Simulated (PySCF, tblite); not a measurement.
# CH₁₁ClSi₄: dynamics, then NMR shifts on frames, part 2 of 2

tblite 0.8.0 and PySCF 2.14.0. Atoms count from 0. The steps go on from the part before.

## 6. NMR shieldings: 800 fs, PBE0/pcSseg-1

The job: settings as JSON, then the geometry in Å.

```
{"job": {"kind": "nmr", "xc": "PBE0", "basis": "pcSseg-1", "pop": false}, "charge": 0, "multiplicity": 1}
Si     2.316800     0.790600    -0.176900
Si     1.060600    -0.246700     1.542600
Si    -0.955300    -1.368800     1.119900
Si    -2.529800     0.122700     0.100400
C     -2.284300     1.945000     0.770700
Cl    -2.498200     1.709700     2.562000
H      1.233800     1.523300    -0.931700
H      3.117100    -0.194400    -1.019500
H      3.242000     1.725200     0.389700
H      1.020700     0.783300     2.649200
H      1.964100    -1.307600     2.095200
H     -0.805900    -2.408800     0.140000
H     -1.564700    -1.992200     2.341400
H     -2.143300     0.313100    -1.350300
H     -3.981300    -0.146500     0.278500
H     -3.070800     2.606900     0.416100
H     -1.339600     2.412800     0.556000
```

Level: GIAO PBE0/pcSseg-1 NMR shielding, non-relativistic, gas phase.

Output:

```text
coarse grid: 16032 points
cycle   1  E = -1662.0631556421  dE = -1.900e-01  |g| = 2.285e-01  |ddm| = 3.583e+00
cycle   2  E = -1662.0702722830  dE = -7.117e-03  |g| = 1.708e-01  |ddm| = 5.288e-01
cycle   3  E = -1662.0775780238  dE = -7.306e-03  |g| = 3.541e-02  |ddm| = 2.744e-01
cycle   4  E = -1662.0778435972  dE = -2.656e-04  |g| = 1.502e-02  |ddm| = 5.241e-02
cycle   5  E = -1662.0778985617  dE = -5.496e-05  |g| = 4.355e-03  |ddm| = 1.610e-02
cycle   6  E = -1662.0779036482  dE = -5.086e-06  |g| = 7.725e-04  |ddm| = 5.214e-03
final grid: 129752 points
cycle   7  E = -1662.1092815043  dE = -2.104e-05  |g| = 5.086e-03  |ddm| = 1.907e-02
cycle   8  E = -1662.1092780918  dE =  3.413e-06  |g| = 5.792e-03  |ddm| = 8.718e-03
cycle   9  E = -1662.1092864897  dE = -8.398e-06  |g| = 9.892e-04  |ddm| = 5.422e-03
cycle  10  E = -1662.1092867080  dE = -2.182e-07  |g| = 1.496e-04  |ddm| = 1.100e-03
cycle  11  E = -1662.1092867139  dE = -5.885e-09  |g| = 2.453e-05  |ddm| = 2.291e-04
cycle  12  E = -1662.1092867140  dE = -1.546e-10  |g| = 5.516e-06  |ddm| = 4.184e-05
converged SCF energy = -1662.1092867140

GIAO shielding tensors (ppm)
atom      isotropic    diamagn.    paramagn.     s11        s22        s33       span
  0 Si     456.559     880.306    -423.746    421.383    461.329    486.966     65.583
  1 Si     474.492     880.027    -405.535    444.881    487.208    491.386     46.505
  2 Si     461.856     880.284    -418.428    450.451    456.722    478.395     27.943
  3 Si     407.548     879.609    -472.060    342.314    430.315    450.015    107.701
  4 C      150.911     252.703    -101.792    127.147    134.294    191.291     64.144
  5 Cl     870.613    1146.020    -275.408    752.438    789.232   1070.169    317.731
  6 H       27.367      29.823      -2.456     23.204     27.523     31.373      8.169
  7 H       27.193      28.506      -1.313     23.853     24.867     32.860      9.007
  8 H       28.362      29.632      -1.270     24.664     26.077     34.345      9.681
  9 H       27.448      28.471      -1.022     23.366     26.489     32.490      9.123
 10 H       27.670      28.493      -0.823     23.398     25.605     34.007     10.609
 11 H       28.584      30.364      -1.780     24.942     26.039     34.772      9.831
 12 H       27.387      28.381      -0.995     23.835     25.049     33.276      9.441
 13 H       26.715      29.676      -2.961     23.447     24.382     32.316      8.869
 14 H       27.011      29.054      -2.043     22.949     25.369     32.715      9.766
 15 H       28.441      28.509      -0.068     23.385     26.507     35.432     12.047
 16 H       29.031      32.362      -3.331     25.823     26.315     34.955      9.132
```

Wall time 27 s (1 thread of Intel Xeon Platinum 8488C, shared host); peak memory 0.91 GiB.

Key values: δ C4 36.0, Si3 -58.4, Si0 -107.4, Si2 -112.7, H13 5.00, H14 4.71 ppm.

## 7. Shielding tensors: 1000 fs, PBE0/pcSseg-1

The job: settings as JSON, then the geometry in Å.

```
{"job": {"kind": "nmr", "xc": "PBE0", "basis": "pcSseg-1", "pop": false}, "charge": 0, "multiplicity": 1}
Si     2.123500     1.288300     0.126500
Si     0.975500     0.070300     1.715100
Si    -0.958500    -1.065600     0.909600
Si    -2.625300     0.310100    -0.051900
C     -2.755300     1.974200     0.958900
Cl    -2.600400     1.706400     2.787600
H      1.629800     0.766000    -1.237300
H      3.577400     1.073800     0.076700
H      1.822000     2.730000     0.155500
H      0.579800     0.890400     2.860500
H      1.820400    -0.931000     2.406100
H     -0.663500    -2.035500    -0.125300
H     -1.491900    -1.715400     2.059900
H     -2.237600     0.911400    -1.358500
H     -3.938200    -0.262900     0.006300
H     -3.780000     2.428000     0.840700
H     -1.965300     2.694600     0.648200
```

With the program's defaults for keys left out, this is: GIAO PBE0/pcSseg-1 NMR shielding, non-relativistic, gas phase.

Output:

```text
coarse grid: 16032 points
cycle   1  E = -1662.0607744482  dE = -1.836e-01  |g| = 2.354e-01  |ddm| = 3.577e+00
cycle   2  E = -1662.0662698938  dE = -5.495e-03  |g| = 2.029e-01  |ddm| = 5.955e-01
cycle   3  E = -1662.0769490550  dE = -1.068e-02  |g| = 4.650e-02  |ddm| = 3.164e-01
cycle   4  E = -1662.0773780656  dE = -4.290e-04  |g| = 2.093e-02  |ddm| = 5.637e-02
cycle   5  E = -1662.0774913926  dE = -1.133e-04  |g| = 3.442e-03  |ddm| = 2.008e-02
cycle   6  E = -1662.0774945858  dE = -3.193e-06  |g| = 7.373e-04  |ddm| = 5.049e-03
final grid: 129752 points
cycle   7  E = -1662.1082736174  dE = -1.757e-05  |g| = 4.654e-03  |ddm| = 1.725e-02
cycle   8  E = -1662.1082708987  dE =  2.719e-06  |g| = 5.165e-03  |ddm| = 7.928e-03
cycle   9  E = -1662.1082775405  dE = -6.642e-06  |g| = 1.019e-03  |ddm| = 4.860e-03
cycle  10  E = -1662.1082777751  dE = -2.346e-07  |g| = 1.529e-04  |ddm| = 1.093e-03
cycle  11  E = -1662.1082777816  dE = -6.523e-09  |g| = 2.280e-05  |ddm| = 2.307e-04
cycle  12  E = -1662.1082777817  dE = -1.346e-10  |g| = 5.465e-06  |ddm| = 4.214e-05
converged SCF energy = -1662.1082777817

GIAO shielding tensors (ppm)
atom      isotropic    diamagn.    paramagn.     s11        s22        s33       span
  0 Si     463.442     880.468    -417.026    452.908    460.035    477.384     24.476
  1 Si     473.107     880.918    -407.810    449.080    466.625    503.617     54.537
  2 Si     467.695     881.019    -413.324    435.845    472.736    494.504     58.660
  3 Si     407.092     879.996    -472.904    342.896    428.380    450.000    107.104
  4 C      139.530     251.572    -112.042    105.526    128.039    185.024     79.497
  5 Cl     854.533    1146.390    -291.857    721.317    762.525   1079.756    358.438
  6 H       27.321      29.510      -2.189     23.470     26.918     31.576      8.106
  7 H       27.932      28.901      -0.969     24.274     25.159     34.362     10.088
  8 H       27.972      29.507      -1.535     24.331     26.373     33.211      8.879
  9 H       27.952      29.528      -1.576     23.646     27.236     32.973      9.328
 10 H       27.888      29.185      -1.297     23.817     25.548     34.300     10.483
 11 H       28.626      30.251      -1.625     24.715     26.195     34.968     10.252
 12 H       28.503      30.149      -1.646     24.939     25.934     34.637      9.698
 13 H       27.104      29.819      -2.715     24.129     24.798     32.386      8.257
 14 H       27.657      29.873      -2.216     23.481     25.847     33.643     10.162
 15 H       27.032      26.502       0.530     21.224     26.126     33.747     12.523
 16 H       27.800      30.438      -2.638     23.860     26.247     33.295      9.435
```

Wall time 27 s (1 thread of Intel Xeon Platinum 8488C, shared host); peak memory 0.97 GiB.

Key values: δ C4 47.4, Si3 -57.9, Si0 -114.3, Si2 -118.5, H15 4.68, H13 4.61 ppm.

## 8. Side by side: NMR shifts

Shifts (ppm) of some atoms, chosen among heavy atoms and hydrogens apart, with basis size and wall time:

```csv
frame,C4,H10,H16,Si3,Si0,Si2,Cl5,functions,time
250 fs,25.7,3.39,1.17,-62.1,-111.7,-128.8,43,192,37 s
425 fs,27.8,2.84,3.71,-63.5,-98.2,-118.6,31,192,26 s
625 fs,27.7,4.68,3.32,-71.1,-124.3,-116.3,54,192,27 s
800 fs,36.0,4.05,2.69,-58.4,-107.4,-112.7,79,192,27 s
1000 fs,47.4,3.83,3.92,-57.9,-114.3,-118.5,95,192,27 s
```

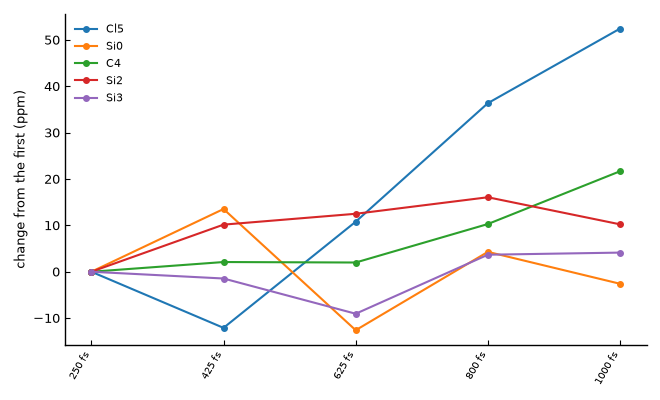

How five of the tabulated atoms move from run to run.

## 9. Outcome

What follows sums up all 2 parts.

| quantity | value |
| --- | --- |
| thermostat | 300 K |
| mean temperature, second half | 294 K |
| mean potential energy above the minimum | 0.62 eV |
| ¹³C shifts against TMS (PBE0/pcSseg-1, 250 fs) | 25.7 ppm |
| ¹H shifts against TMS (PBE0/pcSseg-1, 250 fs) | 5.10, 4.49, 4.25, 4.25, 3.94, 3.65, 3.39, 3.29, 3.20, 3.19, 1.17 ppm |
| ²⁹Si shifts against TMS (PBE0/pcSseg-1, 250 fs) | -62.1, -111.7, -128.8, -136.4 ppm |
| ³⁵Cl shifts against HCl (PBE0/pcSseg-1, 250 fs) | 43 ppm |
| surface potential, least and greatest | -0.71 V and 1.19 V |
| range of the shift of Cl5 | 31 to 95 ppm |

**Reading.** In the second half the potential energy averages 0.62 eV above the minimum; equipartition over 45 harmonic modes at 300 K would give 0.58 eV. With 17 atoms the temperature swings widely (158 to 518 K). Shifts at one fixed geometry are not the observed spectrum, which averages over the motion. In the first frame run (250 fs): Shielding is most anisotropic at Cl5 (span 281 ppm, paramagnetic term -240 ppm). At PBE0/pcSseg-1, counted by nearest atom on the grid, the HOMO lies on Cl5 44 %; Si3 10 %, the LUMO on Si1, Si2 about 19 % each; H12 9 %. Across the 5 runs the shift of Cl5 moves most, between 31 (425 fs) and 95 ppm (1000 fs).
